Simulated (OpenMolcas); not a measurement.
# Excited-state calculation, with input and output: SiH3S (part 2 of 3)

The same run, continued: SiH3S, multiplicity 2, SMILES [SiH2]S; CASPT2/def2-SVP (OpenMolcas 26.06). Some settings of this run were made unusual or wrong on purpose. The geometry comes from this level: PBE0-D4/def2-TZVP.

Geometry of the input (Å):
```
Si -0.0963  -0.6940  -0.3093
S  0.2731  1.4060  -0.2945
H  -0.0945  -1.2568  1.0730
H  -1.4403  -0.8432  -0.9299
H  1.4078  1.3143  0.4193
```

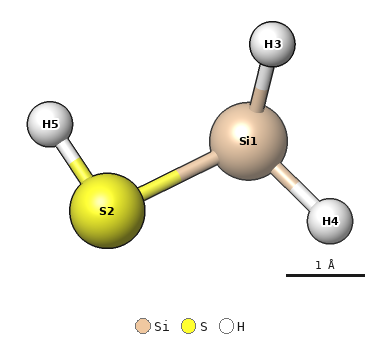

The structure as given in the input (ball-and-stick view, seen at a tilt; atoms are numbered from 1 in the order of the input).

### What the program printed, continued
```
      Charge (e):
                      =   -0.0000
      Dipole Moment (debye):
      Origin of the operator (angstrom)=    0.0938    0.3929   -0.2779
                   X=  7.4766E-01               Y=  4.7552E+00               Z=  1.2172E+00           Total=  4.9652E+00
      Quadrupole Moment (debye*angstrom):
      Origin of the operator (angstrom)=    0.0938    0.3929   -0.2779
                  XX= -2.8800E+01              XY=  3.0186E+00              XZ=  1.8024E+00              YY= -3.2879E+01
                  YZ= -9.3850E-01              ZZ= -2.9457E+01
      In traceless form (debye*angstrom)
                  XX=  2.3678E+00              XY=  4.5279E+00              XZ=  2.7036E+00              YY= -3.7502E+00
                  YZ= -1.4077E+00              ZZ=  1.3824E+00
--

      Mulliken spin population analysis for root number:  2
      ---------------------------------------------------

++    Molecular charges:
      ------------------

      Mulliken spin population per centre
      ---------------------------

                SI1     S2      H3      H4      H5
      Total    0.0842  0.9131  0.0028  0.0004 -0.0005

      Total electronic spin=    1.000000
--

      Von Neumann Entropy (Root   3) =  0.77921

      Mulliken population analysis for root number:  3
      -----------------------------------------------

++    Molecular charges:
      ------------------

      Mulliken charges per centre
      ---------------------------

                SI1     S2      H3      H4      H5
      Total   13.9942 15.9065  1.1048  1.1117  0.8829

      N-E      0.0058  0.0935 -0.1048 -0.1117  0.1171

      Total electronic charge=   33.000000

      Total            charge=   -0.000000
--

      Expectation values of various properties for root number:  3
      -----------------------------------------------------------

++    Molecular properties:
      ---------------------

      Charge (e):
                      =   -0.0000
      Dipole Moment (debye):
      Origin of the operator (angstrom)=    0.0938    0.3929   -0.2779
                   X=  3.7022E-01               Y=  4.4060E+00               Z=  1.4565E+00           Total=  4.6553E+00
      Quadrupole Moment (debye*angstrom):
      Origin of the operator (angstrom)=    0.0938    0.3929   -0.2779
                  XX= -2.9245E+01              XY=  3.2016E+00              XZ=  2.8109E+00              YY= -3.0020E+01
                  YZ= -1.4579E+00              ZZ= -3.0960E+01
      In traceless form (debye*angstrom)
                  XX=  1.2457E+00              XY=  4.8024E+00              XZ=  4.2163E+00              YY=  8.2110E-02
                  YZ= -2.1869E+00              ZZ= -1.3278E+00
--

      Mulliken spin population analysis for root number:  3
      ---------------------------------------------------

++    Molecular charges:
      ------------------

      Mulliken spin population per centre
      ---------------------------

                SI1     S2      H3      H4      H5
      Total    0.1921  0.7580  0.0346  0.0127  0.0025

      Total electronic spin=    1.000000
--

      Average orbitals are written to the RASORB file
      Natural orbitals for root   1 are written to the RASORB.1 file
      Natural orbitals for root   2 are written to the RASORB.2 file
      Natural orbitals for root   3 are written to the RASORB.3 file
      Spin density orbitals for root   1 are written to the SPDORB.1 file
      Spin density orbitals for root   2 are written to the SPDORB.2 file
      Spin density orbitals for root   3 are written to the SPDORB.3 file

--- Stop Module: rasscf /rc=_RC_ALL_IS_WELL_ ---
           step11.SpdOrb.1 step11.SpdOrb.2 step11.SpdOrb.3 xmldump
--- Module rasscf spent 1 second ---

--- Start Module: caspt2 ---

                                              &CASPT2

                       available to each process: 1.9 GB of memory, 1 thread

++    Wave function specifications:
      -----------------------------

      Number of closed shell electrons          12
      Number of electrons in active shells       7
      Max number of holes in RAS1 space          0
      Max number of electrons in RAS3 space      0
      Number of inactive orbitals                6
      Number of active orbitals                  7
      Number of secondary orbitals              31
      Spin quantum number                      0.5
      State symmetry                             1
      Number of CSFs                           784
      Number of CASSCF root(s) available         3
      CASPT2 state passed to geometry opt.       3
      A file JOBMIX will be created
      This is a MULTI-STATE CASSCF reference
      Number of CI roots used                    3
      These are:                                 1   2   3
      Off-diagonal elements of Heff are computed
--

++    Orbital specifications:
      -----------------------

      Symmetry species                           1
                                                 a
      Frozen orbitals                            7
      Inactive orbitals                          6
      Active orbitals                            7
      Secondary orbitals                        31
      Deleted orbitals                           0
      Number of basis functions                 51
--

++    CASPT2 specifications:
      ----------------------

      Type of calculation                        MS-CASPT2
      Fock operator                              state-specific
      IPEA shift                                 0.25
      Real shift                                 0.00
      Imaginary shift                            0.00
      The input orbitals will be transformed to quasi-canonical
--

--------------------------------------------------------------------------------
 Estimated memory requirements:
  POLY3 :                   320654
  RHS:                      334134
  SIGMA :                   333328
  PRPCTL:                        0
 Available workspace:    232479881

++ CASPT2 computation for group   1

********************************************************************************
 Multi-State initialization phase begins for group   1
--------------------------------------------------------------------------------
********************************************************************************
 Compute H0 matrices for state    1
--------------------------------------------------------------------------------
--------------------------------------------------------------------------------
 H0 matrices have been computed.

********************************************************************************
  CASPT2 EQUATION SOLUTION
--------------------------------------------------------------------------------

  Total nr of CASPT2 parameters:
   Before reduction:      121040
   After  reduction:      121040

 Variance of |WF0>:       0.5517602632

 The contributions to the second order correlation energy in atomic units.
-----------------------------------------------------------------------------------------------------------------------------
  IT.      VJTU        VJTI        ATVX        AIVX        VJAI        BVAT        BJAT        BJAI        TOTAL       RNORM
-----------------------------------------------------------------------------------------------------------------------------
   1    -0.002389   -0.000881   -0.024281   -0.023839   -0.008198   -0.037186   -0.039452   -0.060077   -0.196304    0.015410
   2    -0.002483   -0.000940   -0.024729   -0.024384   -0.008360   -0.037543   -0.039780   -0.060536   -0.198754    0.002664
   3    -0.002484   -0.000944   -0.024746   -0.024388   -0.008370   -0.037548   -0.039765   -0.060528   -0.198772    0.000637
   4    -0.002483   -0.000946   -0.024732   -0.024376   -0.008367   -0.037535   -0.039753   -0.060516   -0.198707    0.000114
   5    -0.002483   -0.000946   -0.024731   -0.024375   -0.008368   -0.037535   -0.039753   -0.060517   -0.198708    0.000025
   6    -0.002483   -0.000946   -0.024731   -0.024375   -0.008368   -0.037535   -0.039754   -0.060518   -0.198710    0.000005
   7    -0.002483   -0.000946   -0.024731   -0.024375   -0.008368   -0.037535   -0.039754   -0.060517   -0.198710    0.000001
-----------------------------------------------------------------------------------------------------------------------------

  FINAL CASPT2 RESULT:

      Reference energy:        -688.0028540527
      E2 (Non-variational):      -0.1987096172
      E2 (Variational):          -0.1987096195
      Total energy:            -688.2015636722
      Residual norm:              0.0000001894
      Reference weight:           0.92007

      Contributions to the CASPT2 correlation energy
      Active & Virtual Only:         -0.0622665968
      One Inactive Excited:          -0.0666122891
      Two Inactive Excited:          -0.0698307313

++ Denominators, etc.
--------------------------------------------------------------------------------------------------------------
 Report on small energy denominators, large coefficients, and large energy contributions.
CASE  SYMM ACTIVE-MIX  NON-ACTIVE INDICES          DENOMINATOR     RHS VALUE       COEFFICIENT     CONTRIBUTION
ATVX     1  Mu1.0001  Se1.027                       0.67904108     -0.02190916      0.03116453     -0.00068279
--

   (Skipping property calculation,
    use PROP keyword to activate)
--

++ CASPT2 computation for group   2

********************************************************************************
 Multi-State initialization phase begins for group   2
--------------------------------------------------------------------------------
********************************************************************************
 Compute H0 matrices for state    2
--------------------------------------------------------------------------------
--------------------------------------------------------------------------------
 H0 matrices have been computed.

********************************************************************************
  CASPT2 EQUATION SOLUTION
--------------------------------------------------------------------------------

  Total nr of CASPT2 parameters:
   Before reduction:      121040
   After  reduction:      121040

 Variance of |WF0>:       0.5432911753

 The contributions to the second order correlation energy in atomic units.
-----------------------------------------------------------------------------------------------------------------------------
  IT.      VJTU        VJTI        ATVX        AIVX        VJAI        BVAT        BJAT        BJAI        TOTAL       RNORM
-----------------------------------------------------------------------------------------------------------------------------
   1    -0.002328   -0.000947   -0.022829   -0.020611   -0.007168   -0.039685   -0.043200   -0.060111   -0.196880    0.015260
   2    -0.002424   -0.001012   -0.023234   -0.021086   -0.007323   -0.040079   -0.043540   -0.060581   -0.199278    0.002736
   3    -0.002422   -0.001015   -0.023245   -0.021089   -0.007334   -0.040085   -0.043526   -0.060572   -0.199288    0.000637
   4    -0.002422   -0.001017   -0.023231   -0.021079   -0.007332   -0.040071   -0.043511   -0.060558   -0.199221    0.000112
   5    -0.002422   -0.001017   -0.023231   -0.021079   -0.007332   -0.040071   -0.043512   -0.060558   -0.199222    0.000024
   6    -0.002422   -0.001017   -0.023231   -0.021079   -0.007332   -0.040072   -0.043512   -0.060559   -0.199224    0.000004
-----------------------------------------------------------------------------------------------------------------------------

  FINAL CASPT2 RESULT:

      Reference energy:        -687.8499981588
      E2 (Non-variational):      -0.1992235296
      E2 (Variational):          -0.1992234657
      Total energy:            -688.0492216245
      Residual norm:              0.0000009437
      Reference weight:           0.91743

      Contributions to the CASPT2 correlation energy
      Active & Virtual Only:         -0.0633025747
      One Inactive Excited:          -0.0670134761
      Two Inactive Excited:          -0.0689074788

++ Denominators, etc.
--------------------------------------------------------------------------------------------------------------
 Report on small energy denominators, large coefficients, and large energy contributions.
CASE  SYMM ACTIVE-MIX  NON-ACTIVE INDICES          DENOMINATOR     RHS VALUE       COEFFICIENT     CONTRIBUTION
VJTU     1  Mu1.0001  In1.013                       0.10680261     -0.00317505      0.02871213     -0.00009116
ATVX     1  Mu1.0001  Se1.021                       0.25059608     -0.00072113      0.00316370     -0.00000228
BVATP    1  Mu1.0001  Se1.022 Se1.022               0.85004741      0.02693310     -0.03166198     -0.00085276
BJAIP    1  Se1.021 In1.011 Se1.021 In1.011         1.77635201      0.04769722     -0.02862938     -0.00136554
--

   (Skipping property calculation,
    use PROP keyword to activate)
--

++ CASPT2 computation for group   3

********************************************************************************
 Multi-State initialization phase begins for group   3
--------------------------------------------------------------------------------
********************************************************************************
 Compute H0 matrices for state    3
--------------------------------------------------------------------------------
--------------------------------------------------------------------------------
 H0 matrices have been computed.

********************************************************************************
  CASPT2 EQUATION SOLUTION
--------------------------------------------------------------------------------

  Total nr of CASPT2 parameters:
   Before reduction:      121040
   After  reduction:      121040

 Variance of |WF0>:       0.5404662992

 The contributions to the second order correlation energy in atomic units.
-----------------------------------------------------------------------------------------------------------------------------
  IT.      VJTU        VJTI        ATVX        AIVX        VJAI        BVAT        BJAT        BJAI        TOTAL       RNORM
-----------------------------------------------------------------------------------------------------------------------------
   1    -0.003751   -0.001242   -0.021854   -0.022301   -0.008962   -0.038914   -0.041173   -0.060162   -0.198357    0.014962
   2    -0.003883   -0.001316   -0.022284   -0.022821   -0.009135   -0.039251   -0.041471   -0.060609   -0.200770    0.002609
   3    -0.003880   -0.001320   -0.022289   -0.022818   -0.009143   -0.039253   -0.041455   -0.060599   -0.200757    0.000608
   4    -0.003880   -0.001321   -0.022276   -0.022807   -0.009140   -0.039241   -0.041443   -0.060587   -0.200695    0.000107
   5    -0.003880   -0.001321   -0.022275   -0.022807   -0.009141   -0.039241   -0.041443   -0.060587   -0.200696    0.000023
   6    -0.003880   -0.001321   -0.022276   -0.022808   -0.009141   -0.039242   -0.041444   -0.060588   -0.200698    0.000004
-----------------------------------------------------------------------------------------------------------------------------

  FINAL CASPT2 RESULT:

      Reference energy:        -687.7955236877
      E2 (Non-variational):      -0.2006980398
      E2 (Variational):          -0.2006979837
      Total energy:            -687.9962216714
      Residual norm:              0.0000008968
      Reference weight:           0.91404

      Contributions to the CASPT2 correlation energy
      Active & Virtual Only:         -0.0615172538
      One Inactive Excited:          -0.0681313646
      Two Inactive Excited:          -0.0710494214

++ Denominators, etc.
--------------------------------------------------------------------------------------------------------------
 Report on small energy denominators, large coefficients, and large energy contributions.
CASE  SYMM ACTIVE-MIX  NON-ACTIVE INDICES          DENOMINATOR     RHS VALUE       COEFFICIENT     CONTRIBUTION
VJTU     1  Mu1.0001  In1.012                       0.27853900      0.01362903     -0.04851685     -0.00066124
VJTU     1  Mu1.0001  In1.013                       0.07097480     -0.00147286      0.02154538     -0.00003173
ATVX     1  Mu1.0001  Se1.021                       0.23242787      0.00200752     -0.00776536     -0.00001559
BVATP    1  Mu1.0001  Se1.022 Se1.022               0.85744291      0.02696661     -0.03135227     -0.00084546
BJAIP    1  Se1.021 In1.011 Se1.021 In1.011         1.76408121      0.04489695     -0.02716807     -0.00121976
BJAIP    1  Se1.022 In1.013 Se1.022 In1.013         1.35976453      0.03427081     -0.02537518     -0.00086963
--

   (Skipping property calculation,
    use PROP keyword to activate)
--

  Total CASPT2 energies:
::    CASPT2 Root  1     Total energy:   -688.20156367
::    CASPT2 Root  2     Total energy:   -688.04922162
::    CASPT2 Root  3     Total energy:   -687.99622167

++ Multi-State CASPT2 section:
********************************************************************************
  MULTI-STATE CASPT2 SECTION
--------------------------------------------------------------------------------

  Output diagonal energies have been shifted. Add    688.00000000000000

  Effective Hamiltonian matrix (Symmetric):

                1               2               3
   1     -1376.20156367
   2        -0.00045953  -1376.04922162
   3        -0.00281484      0.00013382  -1375.99622167

       Total MS-CASPT2 energies:
::    MS-CASPT2 Root  1     Total energy:   -688.20160363
::    MS-CASPT2 Root  2     Total energy:   -688.04922062
::    MS-CASPT2 Root  3     Total energy:   -687.99618272

       Eigenvectors:
            0.99990161     -0.00296682     -0.01371003
            0.00300331      0.99999200      0.00264163
            0.01370208     -0.00268255      0.99990252

--

  THE ORIGINAL CI ARRAYS ARE NOW MIXED AS LINEAR
  COMBINATIONS, GIVEN BY THE EIGENVECTORS.
  A NEW JOBIPH FILE NAMED 'JOBMIX' IS PREPARED.
********************************************************************************

++ Mixed CI coefficients:
  The CI coefficients for the MIXED state nr.   1
--------------------------------------------------------------------------------
 CI COEFFICIENTS LARGER THAN  5.00E-02
  Occupation of active orbitals, and spin coupling
  of open shells. (u,d: Spin up or down).
  SGUGA info is (Midvert:IsyUp:UpperWalk/LowerWalk)
        Conf  SGUGA info        Occupation    Coefficient         Weight
           1  ( 1:1:   1/   1)   222u000        -0.829233       0.687628
           2  ( 1:1:   1/   2)   22u2000         0.413524       0.171002
           4  ( 1:1:   1/   4)   u222000         0.286399       0.082025
           6  ( 2:1:   2/   1)   22200u0        -0.117069       0.013705
           9  ( 2:1:   2/   2)   22ud0u0         0.110743       0.012264
          36  ( 3:1:   2/   1)   22uu0d0         0.083432       0.006961

  The CI coefficients for the MIXED state nr.   2
--------------------------------------------------------------------------------
 CI COEFFICIENTS LARGER THAN  5.00E-02
  Occupation of active orbitals, and spin coupling
  of open shells. (u,d: Spin up or down).
  SGUGA info is (Midvert:IsyUp:UpperWalk/LowerWalk)
        Conf  SGUGA info        Occupation    Coefficient         Weight
           1  ( 1:1:   1/   1)   222u000         0.073005       0.005330
           2  ( 1:1:   1/   2)   22u2000         0.618306       0.382302
           4  ( 1:1:   1/   4)   u222000        -0.746674       0.557522
           6  ( 2:1:   2/   1)   22200u0        -0.117535       0.013815
          15  ( 2:1:   2/   4)   u22d0u0         0.058520       0.003425
          31  ( 2:1:   3/   9)   ud2200u         0.051197       0.002621
          42  ( 3:1:   2/   3)   u22u0d0         0.087458       0.007649
          74  ( 4:1:   4/   3)   u220020         0.051566       0.002659

  The CI coefficients for the MIXED state nr.   3
--------------------------------------------------------------------------------
 CI COEFFICIENTS LARGER THAN  5.00E-02
  Occupation of active orbitals, and spin coupling
  of open shells. (u,d: Spin up or down).
  SGUGA info is (Midvert:IsyUp:UpperWalk/LowerWalk)
        Conf  SGUGA info        Occupation    Coefficient         Weight
           1  ( 1:1:   1/   1)   222u000         0.515181       0.265411
           2  ( 1:1:   1/   2)   22u2000         0.596561       0.355885
           4  ( 1:1:   1/   4)   u222000         0.567168       0.321679
           6  ( 2:1:   2/   1)   22200u0        -0.141525       0.020029
          18  ( 2:1:   2/   5)   22020u0         0.051444       0.002647
          29  ( 2:1:   1/   9)   ud22u00         0.052764       0.002784
          56  ( 4:1:   4/   1)   22u0020        -0.058527       0.003425

--

--- Stop Module: caspt2 /rc=_RC_ALL_IS_WELL_ ---
--- Module caspt2 spent 1 second ---

.##################.
.# Happy landing! #.
.##################.

    Timing: Wall=4.96 User=3.29 System=0.91
```

### Outcome

| quantity | value |
| --- | --- |
| outcome | converged |
| total energy | −688.201604 hartree |
| CASSCF energy | −688.002854 hartree |
| basis functions | 51 |
| hardware | 1 thread of AMD EPYC (Zen 4), 16 GiB of memory available, shared host |
| wall time | 5.4 s |
| peak memory | 0.38 GiB |
